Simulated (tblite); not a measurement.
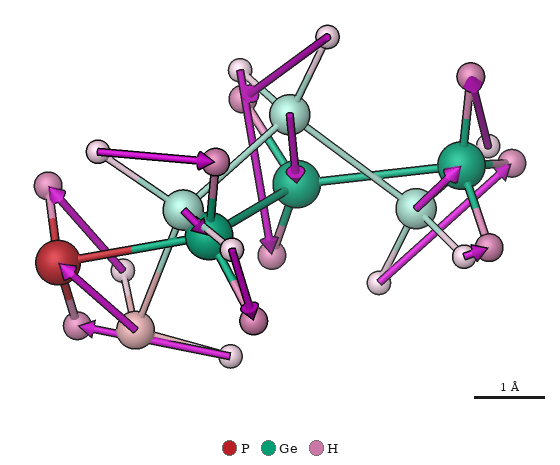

This is a relaxation of Ge3PH9 (charge +1, multiplicity 2). The starting structure is drawn faded, the final one solid; purple arrows show the displacements, at their true length. The two geometries are superimposed by the best rigid fit.

The picture is a ball-and-stick view, seen at a tilt.

Theory: GFN2-xTB geometry optimisation, gas phase (tblite 0.8.0). 

### Describe the change and its energy.

The energy falls by 0.478 eV in 204 geometry steps. The largest move after the best rigid fit is that of an H atom, 2.81 Å. By element the largest moves are H 2.81 Å, P 1.59 Å, Ge 1.35 Å. Near-neighbour distances that change, for instance: Ge–Ge 2.378 → 2.529 Å, Ge–H 1.566 → 1.498 Å, H–P 1.464 → 1.398 Å, Ge–Ge 2.401 → 2.454 Å. Among the angles between lasting bonds that change: Ge–Ge–H 108.6° → 117.7°, Ge–Ge–H 109.8° → 118.5°, H–Ge–H 109.5° → 101.5°. Groups turn about Ge–Ge by about 120°, Ge–Ge by about 100°.
